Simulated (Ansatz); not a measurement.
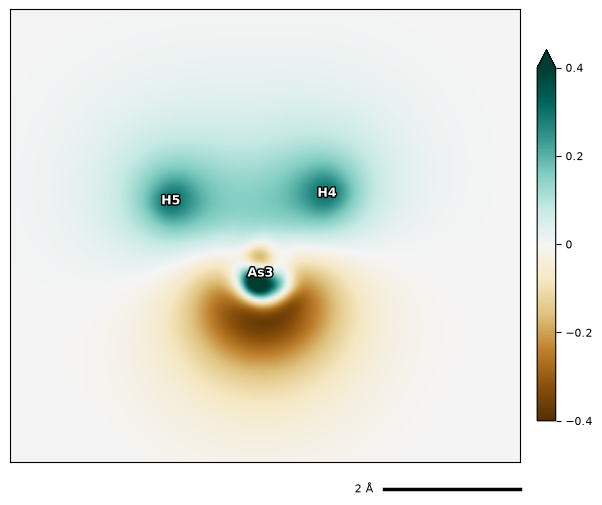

Figure 1: OSi···AsH$_{2}$ (charge −1). The HOMO−1 on the plane of atoms H4, As3 and H5 (values in Å⁻³ᐟ²; the overall sign is arbitrary).

A point of a scan, not a minimum; geometry: constrained relaxation at PBE0-D4/def2-TZVPD; not at a stationary point (largest force 1.9 eV/Å).

The calculation used Ansatz 0.2.0, RKS PBE0-D4/def2-TZVPPD.

```xyz
5

O    -0.4158   -1.7949    1.4797
Si    0.3912   -0.4708    1.4714
As    0.4167    0.1738   -1.0647
H    -1.0891    0.4247   -1.0156
H     0.7261    1.8257   -0.8441
```

What is the character of this orbital?

It lies mainly on As3 (about 45 %), O1 (about 25 %), Si2 (about 15 %) and H5 (about 5 %). Its energy is −3.17 eV.
